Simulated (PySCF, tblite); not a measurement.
# C5H14Si3: infrared bands, NMR shifts and electronic excitations in gas and solvents

Aim: compute the infrared bands, NMR shifts and electronic excitations of C5H14Si3 (`C=CC1[SiH2]C[SiH2]C[SiH2]1`), and see what a dielectric continuum does where one was used.

The runs use tblite 0.8.0 and PySCF 2.14.0, with density-fitted response routines of our own; the level of theory stands in each step. All values are computed, except where a source is named. Atoms are numbered from 0 throughout.

## 1. The molecule as given

22 atoms, charge 0, multiplicity 1; geometry from: force field or distance geometry start.

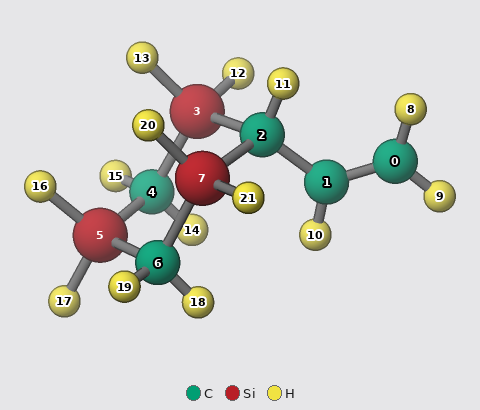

As it starts; carbon teal, silicon red, hydrogen yellow, atoms numbered.

## 2. Relaxing the molecule with GFN2-xTB

The job: settings as JSON, then the geometry in Å.

```
{"job": {"kind": "relax", "xc": "GFN2-xTB", "basis": "xTB"}, "charge": 0, "multiplicity": 1}
C     -3.316400     0.057100    -0.514900
C     -2.002800    -0.057500    -0.664900
C     -0.994900     0.358200     0.410400
Si     0.105600    -1.033300     1.027900
C      1.192900    -1.741500    -0.288900
Si     2.272100    -0.355000    -0.883900
C      1.322100     1.091600    -1.547900
Si     0.235200     1.688700    -0.161400
H     -3.766500     0.473100     0.385200
H     -4.004500    -0.259000    -1.298900
H     -1.625500    -0.491300    -1.587500
H     -1.543100     0.765200     1.275600
H     -0.762100    -2.131400     1.563800
H      0.922900    -0.583500     2.190300
H      0.588600    -2.128200    -1.117500
H      1.796100    -2.562900     0.106400
H      3.196600     0.084700     0.203400
H      3.139400    -0.878900    -1.969700
H      0.723200     0.796600    -2.406400
H      2.004300     1.885900    -1.862300
H      1.039300     2.174600     0.983700
H     -0.533000     2.866000    -0.649100
```

Command:

```
$ OMP_NUM_THREADS=1 python probes_run.py task.json out
```

The driver reads the jobs from task.json and runs them one after another.

Output:

```text
step      E/eV     max force
  0    -624.91502    2.087
  1    -625.06793    0.963
  2    -625.12474    0.569
  3    -625.15160    0.560
  4    -625.18973    0.386
  5    -625.20819    0.299
  6    -625.21729    0.175
  7    -625.22148    0.172
  8    -625.22603    0.161
  9    -625.23019    0.162
 10    -625.23347    0.158
 11    -625.23609    0.102
 12    -625.23843    0.106
 13    -625.24045    0.084
 14    -625.24231    0.109
 15    -625.24421    0.109
 16    -625.24610    0.113
 17    -625.24781    0.085
 18    -625.24927    0.070
 19    -625.25069    0.081
 20    -625.25240    0.110
 21    -625.25452    0.122
 22    -625.25685    0.109
 23    -625.25907    0.101
 24    -625.26077    0.079
 25    -625.26175    0.066
 26    -625.26226    0.040
 27    -625.26254    0.033
 28    -625.26272    0.028
 29    -625.26288    0.030
 30    -625.26305    0.025
 31    -625.26323    0.034
 32    -625.26340    0.030
 33    -625.26355    0.032
 34    -625.26366    0.031
 35    -625.26373    0.019
 36    -625.26379    0.018
 37    -625.26384    0.019
 38    -625.26388    0.016
 39    -625.26393    0.014
 40    -625.26398    0.016
 41    -625.26404    0.016
 42    -625.26409    0.015
 43    -625.26414    0.017
 44    -625.26419    0.018
 45    -625.26425    0.019
 46    -625.26430    0.013
 47    -625.26433    0.013
 48    -625.26435    0.012
 49    -625.26438    0.012
 50    -625.26442    0.014
 51    -625.26445    0.011
 52    -625.26446    0.007
```

It took 0.93 s on 1 thread of Arm Neoverse N1, shared host; peak memory 0.18 GiB.

The steps of the relaxation: (not every step is listed)

```csv
step,energy from step 0 (eV),largest force (eV/Å)
0,0.0000,2.0865
1,-0.1529,0.9631
2,-0.2097,0.5691
3,-0.2366,0.5601
4,-0.2747,0.3861
5,-0.2932,0.2995
6,-0.3023,0.1747
7,-0.3065,0.1717
8,-0.3110,0.1607
11,-0.3211,0.1020
14,-0.3273,0.1089
17,-0.3328,0.0848
20,-0.3374,0.1097
23,-0.3440,0.1015
26,-0.3472,0.0398
29,-0.3479,0.0302
32,-0.3484,0.0298
35,-0.3487,0.0190
38,-0.3489,0.0157
41,-0.3490,0.0161
44,-0.3492,0.0185
47,-0.3493,0.0131
48,-0.3493,0.0120
49,-0.3494,0.0117
50,-0.3494,0.0145
51,-0.3494,0.0112
52,-0.3494,0.0071
```

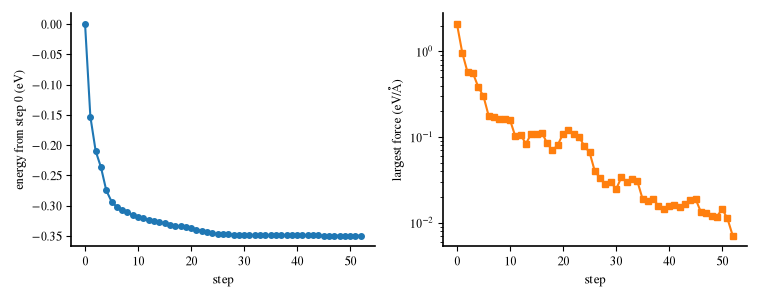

Energy and largest force along the relaxation.

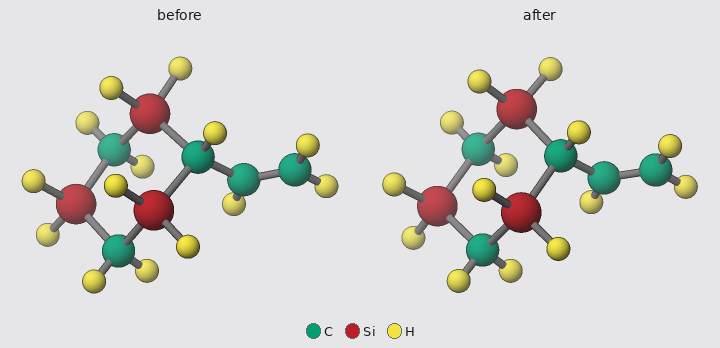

The geometry before (left) and after (right).

Distances of close pairs at the start and the end, largest changes first:

```csv
bond,before (Å),after (Å),change (Å)
Si3–C4,1.849,1.899,+0.050
C1–C2,1.531,1.484,-0.047
Si5–C6,1.854,1.901,+0.047
C4–Si5,1.855,1.901,+0.046
C6–Si7,1.860,1.899,+0.039
C2–Si3,1.878,1.911,+0.032
Si3–H12,1.499,1.472,-0.027
Si5–H16,1.493,1.470,-0.024
```

The final coordinates are the input of the step that follows.

## 3. Harmonic vibrations with GFN2-xTB

The job: settings as JSON, then the geometry in Å.

```
{"job": {"kind": "ir", "xc": "GFN2-xTB", "basis": "xTB"}, "charge": 0, "multiplicity": 1}
C     -3.235458     0.057922    -0.507909
C     -1.918626    -0.035530    -0.588268
C     -0.967773     0.389285     0.469254
Si     0.025840    -1.115530     1.101254
C      1.190296    -1.727225    -0.268112
Si     2.354074    -0.391988    -0.957162
C      1.319344     1.100902    -1.516469
Si     0.157737     1.789606    -0.181540
H     -3.718917     0.464252     0.366090
H     -3.885052    -0.264825    -1.304070
H     -1.468403    -0.449429    -1.482433
H     -1.541440     0.786554     1.310755
H     -0.908751    -2.184709     1.488746
H      0.804081    -0.713429     2.281149
H      0.595773    -2.142241    -1.081761
H      1.785755    -2.553349     0.116157
H      3.301339     0.025978     0.085793
H      3.118657    -0.930404    -2.096240
H      0.731491     0.824792    -2.391684
H      1.988544     1.893606    -1.845894
H      0.940480     2.332123     0.937788
H     -0.679400     2.863026    -0.741786
```

Output:

```text
mode    cm-1     km/mol
  1      54.6      0.22
  2      63.5      0.01
  3     114.6      0.08
  4     142.9      0.44
  5     170.9      1.03
  6     197.9      1.96
  7     235.4      3.55
  8     247.8      2.27
  9     313.2      3.86
 10     392.4      3.70
 11     451.7     24.93
 12     454.6     19.75
 13     475.7     71.31
 14     548.8      5.41
 15     551.8      0.00
 16     565.9     12.62
 17     590.9     65.30
 18     615.7     79.34
 19     619.6      4.40
 20     646.2     22.86
 21     652.9      0.39
 22     693.6      2.17
 23     715.3    132.83
 24     760.1     95.57
 25     769.0     64.39
 26     779.2    496.54
 27     780.7    457.05
 28     803.1    244.93
 29     824.1    343.99
 30     830.0    240.16
 31     847.1    132.35
 32     870.5      0.22
 33     961.2     34.56
 34    1003.2      0.58
 35    1017.0      1.15
 36    1019.9      1.24
 37    1106.2     25.90
 38    1116.7     86.12
 39    1124.7     68.41
 40    1134.4    132.88
 41    1224.4      7.16
 42    1312.2      2.88
 43    1420.1     13.75
 44    1461.3      0.18
 45    1465.5      0.93
 46    1695.9     43.42
 47    2169.1    404.76
 48    2183.3    344.99
 49    2191.8    228.53
 50    2205.1    136.31
 51    2208.6    147.83
 52    2221.0    883.27
 53    2938.8     47.12
 54    2975.5      7.93
 55    2978.8     67.41
 56    2996.0     21.96
 57    2998.9     46.27
 58    3036.7     47.86
 59    3091.7     28.88
 60    3115.5     60.65
```

It took 2.2 s on 1 thread of Arm Neoverse N1, shared host; peak memory 0.18 GiB.

The strongest bands and the atoms that carry them (share of the mass-weighted mode):

```csv
cm⁻¹,km/mol,atoms
779,496.5,"H12 23 %, H13 23 %, H21 21 %, H20 21 %"
781,457.1,"H16 26 %, H17 25 %, H21 11 %, H20 11 %"
803,244.9,"H17 21 %, H16 17 %, H21 13 %, H12 13 %"
824,344.0,"C6 18 %, C4 18 %, Si7 14 %, Si3 14 %"
830,240.2,"Si5 27 %, C4 21 %, C6 21 %"
2169,404.8,H17 85 %
2183,345.0,"H21 37 %, H12 33 %, H20 14 %, H13 12 %"
2221,883.3,"H13 39 %, H20 33 %, H16 24 %"
```

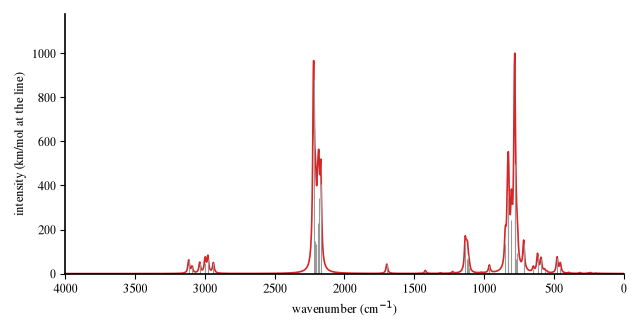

The infrared spectrum from these modes, unscaled. Lines are broadened to a width of 14 cm⁻¹ (Lorentzian).

## 4. Geometry optimisation at PBE0-D3(BJ)/def2-SVP

The job: settings as JSON, then the geometry in Å.

```
{"job": {"xc": "PBE0", "basis": "def2-SVP", "d3": "d3bj", "grid": 1, "shake": 0.01, "kind": "geom"}, "charge": 0, "multiplicity": 1}
C     -3.215050     0.032370    -0.503730
C     -1.924300    -0.040060    -0.590420
C     -0.987970     0.386970     0.460600
Si     0.059070    -1.113270     1.097730
C      1.187480    -1.733910    -0.278660
Si     2.350170    -0.387170    -0.959550
C      1.328920     1.098900    -1.516230
Si     0.173200     1.795060    -0.186590
H     -3.720750     0.469660     0.385440
H     -3.887750    -0.267260    -1.294050
H     -1.477270    -0.452350    -1.473610
H     -1.535640     0.787470     1.317460
H     -0.937030    -2.174500     1.479150
H      0.787390    -0.710660     2.288150
H      0.591330    -2.153010    -1.081500
H      1.785230    -2.539290     0.123630
H      3.303280     0.037090     0.083740
H      3.109400    -0.924560    -2.090410
H      0.729340     0.816960    -2.389390
H      1.963610     1.900510    -1.840980
H      0.924090     2.332740     0.928150
H     -0.671830     2.842680    -0.750930
```

Output:

```text
step   0  E = -1066.43952457  max force = 0.058753
step   1  E = -1066.44830015  max force = 0.007778
step   2  E = -1066.44875205  max force = 0.002288
step   3  E = -1066.44877495  max force = 0.002488
step   4  E = -1066.44885483  max force = 0.000593
step   5  E = -1066.44889653  max force = 0.000442
step   6  E = -1066.44894310  max force = 0.000917
step   7  E = -1066.44897532  max force = 0.000596
step   8  E = -1066.44898948  max force = 0.000215
optimisation converged
```

Run time: 5.7 min. Hardware: 1 thread of Arm Neoverse N1, shared host; peak memory 0.89 GiB.

Step by step:

```csv
step,energy from step 0 (eV),largest force component (eV/Å)
0,0.0000,3.0212
1,-0.2388,0.4000
2,-0.2511,0.1177
3,-0.2517,0.1279
4,-0.2539,0.0305
5,-0.2550,0.0227
6,-0.2563,0.0472
7,-0.2572,0.0306
8,-0.2576,0.0111
```

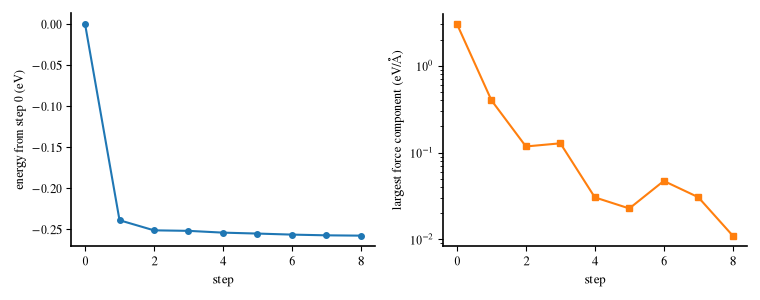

Energy and force, step by step.

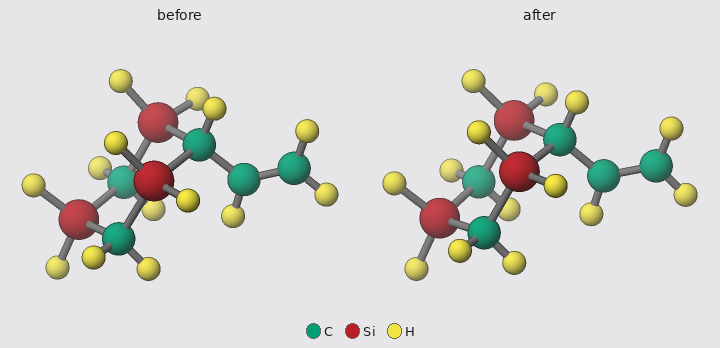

Before and after, at one scale.

Close pairs (by a distance rule), those that changed most:

```csv
bond,before (Å),after (Å),change (Å)
Si7–H20,1.448,1.498,+0.050
Si3–H13,1.452,1.498,+0.045
C0–C1,1.296,1.337,+0.041
Si7–H21,1.459,1.497,+0.037
C2–Si3,1.937,1.900,-0.037
C2–Si7,1.936,1.901,-0.036
Si5–H17,1.464,1.498,+0.034
C6–H19,1.073,1.103,+0.031
```

The next job starts from the end point, and lists it.

```csv
at the end point,value
"rotational constants (GHz, main isotopes)","1.565, 0.947, 0.752"
dipole moment (D),0.83
```

## 5. Nuclear shieldings: PBE0/pcSseg-1

The job: settings as JSON, then the geometry in Å.

```
{"job": {"kind": "nmr", "xc": "PBE0", "basis": "pcSseg-1"}, "charge": 0, "multiplicity": 1}
C     -3.151896    -0.283376    -0.711601
C     -1.816068    -0.257318    -0.754408
C     -0.908309     0.215433     0.334562
Si     0.252829    -1.170465     0.919016
C      1.407571    -1.655669    -0.488287
Si     2.410938    -0.208876    -1.162902
C      1.263032     1.213543    -1.624773
Si     0.107339     1.720897    -0.226359
H     -3.702956     0.055821     0.171464
H     -3.738908    -0.645212    -1.559160
H     -1.328912    -0.612777    -1.673272
H     -1.502337     0.534615     1.210380
H     -0.553732    -2.344147     1.379594
H      1.063180    -0.666281     2.073344
H      0.810178    -2.096877    -1.305400
H      2.097848    -2.443030    -0.140526
H      3.360719     0.257683    -0.103101
H      3.219504    -0.637747    -2.349130
H      0.657727     0.920532    -2.500484
H      1.868051     2.082790    -1.934007
H      0.918303     2.215204     0.932108
H     -0.816404     2.815448    -0.660715
```

With the program's defaults for keys left out, this is: GIAO PBE0/pcSseg-1 NMR shielding, non-relativistic, gas phase.

Output:

```text
coarse grid: 18984 points
cycle   1  E = -1066.6591671098  dE =  4.884e-01  |g| = 5.435e-01  |ddm| = 4.226e+00
cycle   2  E = -1066.6334066887  dE =  2.576e-02  |g| = 6.161e-01  |ddm| = 9.942e-01
cycle   3  E = -1066.7337154865  dE = -1.003e-01  |g| = 5.335e-02  |ddm| = 6.216e-01
cycle   4  E = -1066.7343490077  dE = -6.335e-04  |g| = 2.822e-02  |ddm| = 1.025e-01
cycle   5  E = -1066.7345324890  dE = -1.835e-04  |g| = 1.148e-02  |ddm| = 3.588e-02
cycle   6  E = -1066.7345660167  dE = -3.353e-05  |g| = 1.963e-03  |ddm| = 1.048e-02
cycle   7  E = -1066.7345669903  dE = -9.736e-07  |g| = 5.501e-04  |ddm| = 2.673e-03
final grid: 167032 points
cycle   8  E = -1066.7812463466  dE = -2.607e-05  |g| = 7.732e-03  |ddm| = 2.632e-02
cycle   9  E = -1066.7812367824  dE =  9.564e-06  |g| = 9.729e-03  |ddm| = 1.679e-02
cycle  10  E = -1066.7812620333  dE = -2.525e-05  |g| = 1.154e-03  |ddm| = 9.938e-03
cycle  11  E = -1066.7812623457  dE = -3.124e-07  |g| = 3.628e-04  |ddm| = 1.308e-03
cycle  12  E = -1066.7812623788  dE = -3.307e-08  |g| = 6.405e-05  |ddm| = 3.213e-04
cycle  13  E = -1066.7812623797  dE = -9.641e-10  |g| = 2.305e-05  |ddm| = 8.513e-05
converged SCF energy = -1066.7812623797

GIAO shielding tensors (ppm)
atom      isotropic    diamagn.    paramagn.     s11        s22        s33       span
  0 C       64.198     252.381    -188.184    -46.970     88.212    151.351    198.321
  1 C       41.134     258.218    -217.083    -87.198     52.305    158.295    245.492
  2 C      164.873     257.922     -93.049    153.086    156.209    185.325     32.239
  3 Si     384.724     881.681    -496.957    353.691    377.814    422.666     68.975
  4 C      196.112     259.062     -62.950    187.190    192.801    208.343     21.153
  5 Si     389.127     879.565    -490.438    358.696    381.206    427.479     68.783
  6 C      196.142     258.872     -62.730    187.181    192.794    208.450     21.269
  7 Si     384.172     881.476    -497.305    352.651    377.541    422.323     69.672
  8 H       25.964      30.823      -4.859     22.247     24.946     30.699      8.453
  9 H       26.062      28.575      -2.513     22.655     24.643     30.888      8.233
 10 H       25.320      33.925      -8.605     22.030     23.535     30.396      8.366
 11 H       29.925      34.385      -4.461     26.511     27.788     35.475      8.964
 12 H       26.887      29.845      -2.958     22.855     25.039     32.767      9.912
 13 H       26.835      30.657      -3.822     24.084     24.637     31.783      7.699
 14 H       31.163      32.428      -1.266     27.165     28.551     37.772     10.608
 15 H       31.532      29.270       2.262     26.102     27.710     40.785     14.682
 16 H       26.929      28.544      -1.616     23.957     24.794     32.035      8.078
 17 H       26.619      27.482      -0.863     22.580     24.478     32.798     10.219
 18 H       31.168      32.175      -1.007     27.174     28.573     37.757     10.583
 19 H       31.535      28.789       2.746     26.094     27.708     40.802     14.708
 20 H       26.826      30.462      -3.637     24.087     24.622     31.768      7.681
 21 H       26.895      29.618      -2.722     22.866     25.066     32.754      9.888
```

It took 1.8 min on 1 thread of Arm Neoverse N1, shared host; peak memory 1.1 GiB.

The references, computed at this level on geometries of the same kind, shield at (ppm): ¹H TMS 31.27, ¹³C TMS 184.4, ²⁹Si TMS 352.0. Their shielding less the atom's gives the shift. The references are single molecules in the gas phase. Atoms listed in one row are averaged.

```csv
atoms,environment,σ (ppm),δ (ppm),δ scaled to CDCl3
C1,alkene CH,41.1,143.3,138.6
C0,terminal =CH2 carbon,64.2,120.2,116.2
C2,allylic sp3 CH bonded to 2 Si,164.9,19.5,18.5
"C4, C6",sp3 CH2 bonded to 2 Si,196.1,-11.7,-11.9
H10,hydrogen on an alkene CH,25.32,5.95,5.85
H8,hydrogen on a terminal =CH2 carbon,25.96,5.30,5.24
H9,hydrogen on a terminal =CH2 carbon,26.06,5.21,5.15
H17,"hydrogen on a silicon bonded to 2 C, in a 6-membered ring",26.62,4.65,–
"H13, H20","hydrogen on a silicon bonded to 2 C, in a 6-membered ring",26.83,4.44,–
"H12, H21","hydrogen on a silicon bonded to 2 C, in a 6-membered ring",26.89,4.38,–
H16,"hydrogen on a silicon bonded to 2 C, in a 6-membered ring",26.93,4.34,–
H11,hydrogen on an allylic sp3 CH bonded to 2 Si,29.92,1.34,1.49
"H14, H18",hydrogen on an sp3 CH2 bonded to 2 Si,31.17,0.10,0.31
"H15, H19",hydrogen on an sp3 CH2 bonded to 2 Si,31.53,-0.27,-0.04
"Si3, Si7","silicon bonded to 2 C, 2 H, in a 6-membered ring",384.4,-32.5,–
Si5,"silicon bonded to 2 C, 2 H, in a 6-membered ring",389.1,-37.1,–
```

The scaled column applies a straight-line fit of computed shieldings to shifts measured in CDCl3 (root-mean-square error 0.21 ppm for H, 2.0 ppm for C).

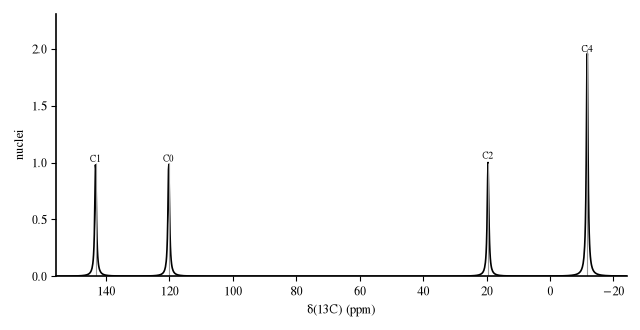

¹³C lines at the computed shifts, without couplings. Lines are broadened to a width of 0.62 ppm (Lorentzian).

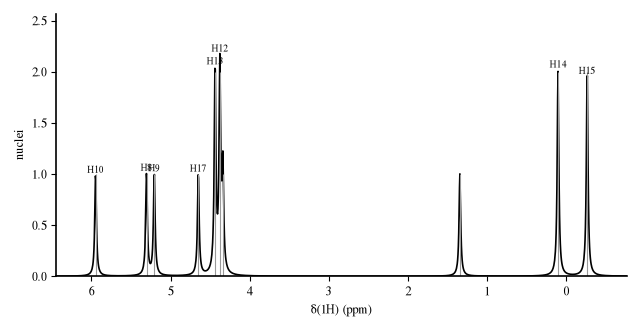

¹H lines at the computed shifts, without couplings. Lines are broadened to a width of 0.02 ppm (Lorentzian).

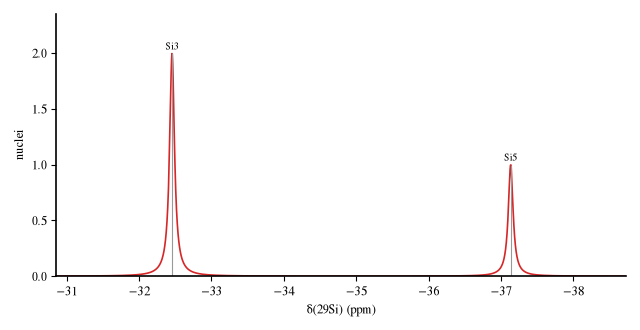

²⁹Si lines at the computed shifts, without couplings. Lines are broadened to a width of 0.08 ppm (Lorentzian).

Charges from the same density, by scheme (e):

```csv
atoms,Mulliken,IAO,Hirshfeld,ESP fit
C0,-0.16,-0.33,-0.11,-0.51
C1,-0.21,-0.13,-0.04,-0.08
C2,-0.77,-0.65,-0.19,-0.31
"Si3, Si7",0.66,0.76,0.33,0.41
"C4, C6",-0.86,-0.83,-0.25,-0.54
Si5,0.64,0.76,0.33,0.54
```

Mulliken charges:

C0 -0.16; C1 -0.21; C2 -0.77; Si3 0.66; C4 -0.86; Si5 0.64; C6 -0.86; Si7 0.66; H8 0.11; H9 0.12; H10 0.12; H11 0.17; H12 -0.06; H13 -0.05; H14 0.18; H15 0.18; H16 -0.05; H17 -0.07; H18 0.18; H19 0.18; H20 -0.05; H21 -0.06

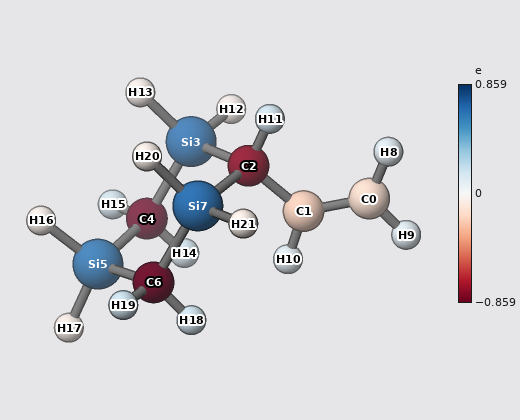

Mulliken charges, as colours on the atoms.

Mayer bond orders: C0–C1 1.99, C1–C2 0.99, C2–Si3 0.85, Si3–C4 0.91, C4–Si5 0.91, Si5–C6 0.91, C6–Si7 0.91, Si7–C2 0.85.

Ring of atoms C2, Si3, C4, Si5, C6, Si7: NICS(0) -2.0, NICS(1) -1.5, NICS(1)zz 3.5 ppm (means of both faces).

Orbitals, density, ELF and potential are computed afterwards from the orbital file.

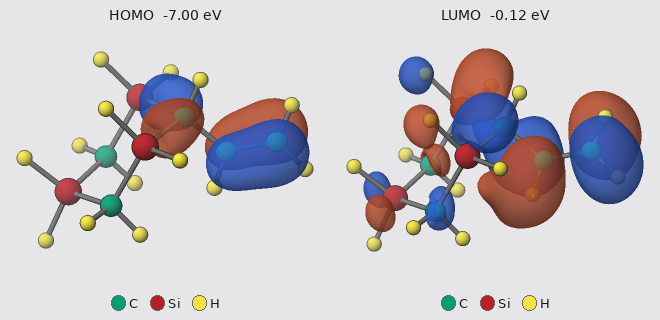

PBE0/pcSseg-1 orbitals near the gap, drawn at the value that encloses 70 % of each; the two colours are the two signs.

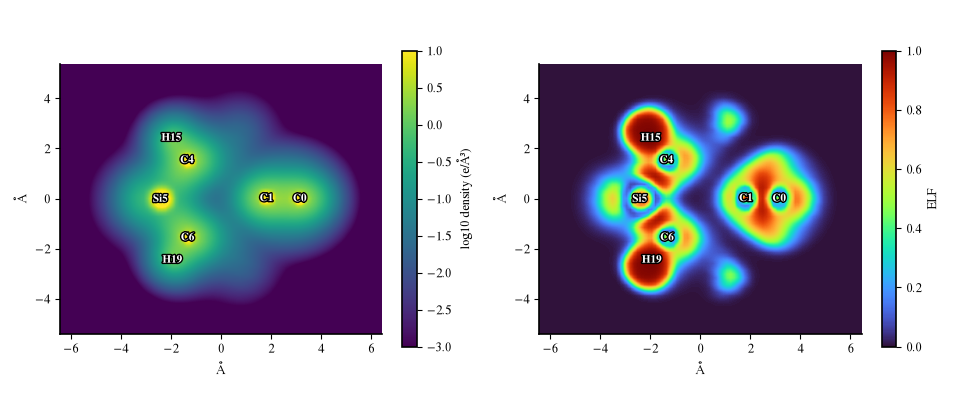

Density (left) and ELF (right) in a plane through or near 7 of the atoms.

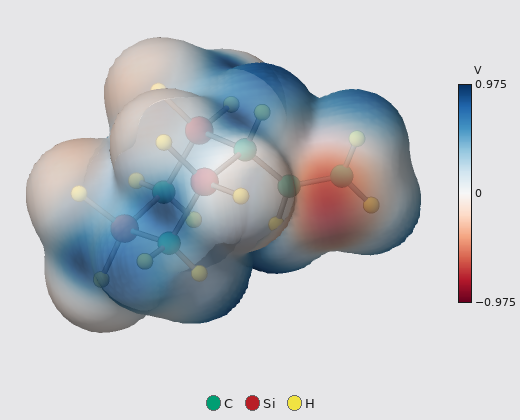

Electrostatic potential on the surface of density 0.002 e/bohr³; red is low, blue high. It runs from -0.63 V near C0 to 0.98 V near H10.

(Part 1 of 2 ends here.)
